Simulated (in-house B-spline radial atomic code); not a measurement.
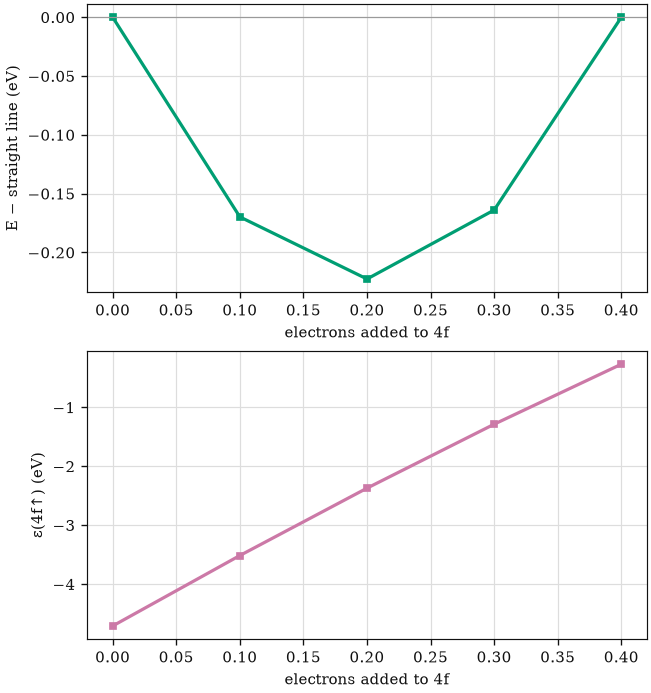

The calculation used an in-house B-spline radial code at this level: scalar-relativistic (spin-free one-electron X2C) exchange-only LDA (Slater), spin-polarised, spherical fractional occupations, Fermi nucleus, basis-set limit. The occupation of the 4f shell is varied from Ce ([Xe] 4f1 5d1 6s2 (high spin)) to Ce with charge -0.4 ([Xe] 4f1.4 5d1 6s2 (4f: 1.4 up, 0 down, 5d: 1 up, 0 down)), with spherical fractional occupations. The plot shows the total energy less the straight line between the end points, and the eigenvalue of 4f↑.

Q: Is the energy convex or concave in the occupation, and by how much?

A: The curve is convex (below the straight line), with the largest deviation among the points computed, −0.22 eV, at 0.2. The eigenvalue, which is the slope of the energy (Janak's theorem), moves from −4.71 eV at 0 to −0.269 eV at 0.4. Convexity is the mark of the delocalisation error, which puts fractional charges too low; for p, d and f shells the spherical spreading of the fraction adds to it. One end point is itself fractional, so the deviation from the line between whole numbers would be larger.
